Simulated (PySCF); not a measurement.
**LaN$_{3}$O$_{9}$ (La(NO3)3): density, localisation and related maps**

```xyz
13

La    0.0000    0.0000    0.0000
O     2.2173   -0.1292    1.0642
O     2.2173    0.1291   -1.0642
N     2.9132    0.0000    0.0000
O     4.0957    0.0000    0.0000
O    -0.9968    1.9848    1.0642
O    -1.2205    1.8556   -1.0642
N    -1.4566    2.5230    0.0000
O    -2.0478    3.5470    0.0000
O    -1.2205   -1.8556    1.0642
O    -0.9968   -1.9848   -1.0642
N    -1.4566   -2.5229    0.0000
O    -2.0479   -3.5470    0.0000
```

Core potentials replace the inner electrons of La.

All numbers below come from PySCF, RKS PBE0, La lcecp-1-SVP with ECP46, O def2-SVP, N def2-SVP; non-relativistic Hamiltonian with scalar-relativistic core potentials where named; density fitting.

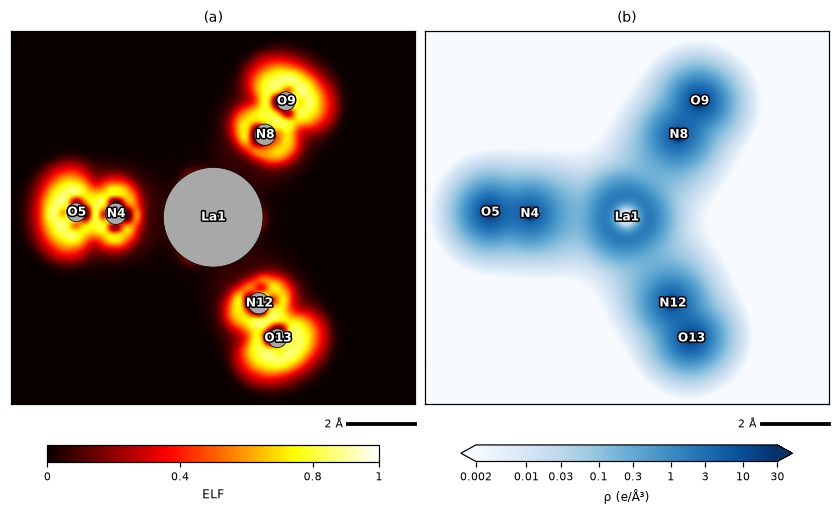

Figure 1. (a) electron localisation function; (b) electron density on the plane of atoms N4, La1 and N12. Grey discs cover the atomic cores in the ELF map.

> Read the bonding off the picture.

The section cuts through La, N and O sites.
N–O (1.18 Å): ρ at the midpoint is about 3.8 e/Å³; the ELF peaks at about 0.85 between the atoms: a multiple bond.
La–N (2.91 Å): ρ is about 0.21 e/Å³ halfway; the ELF is about 0.05 at the midpoint.
The ELF also peaks beside O13, O5 and O9, away from the bonds: lone-pair regions.

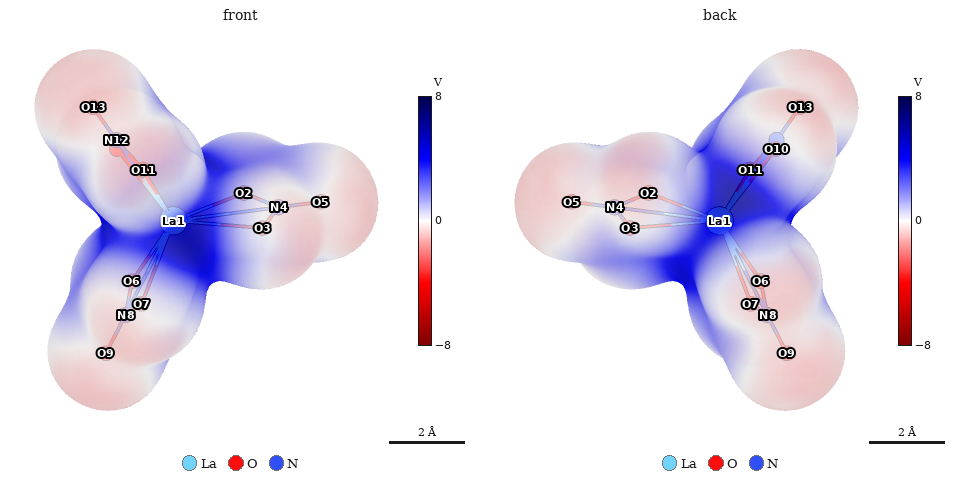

Figure 2. The molecular electrostatic potential painted on the density surface at 0.002 e/bohr³, seen from the front and from behind; the colour scale runs from red (negative) to blue (positive).

> Describe the electrostatic potential map.

The most negative region (about −0.8 V) lies over the O atoms, the most positive (about +5.8 V) over La1.

> What dipole moment does the calculation give?

Its dipole moment is zero.
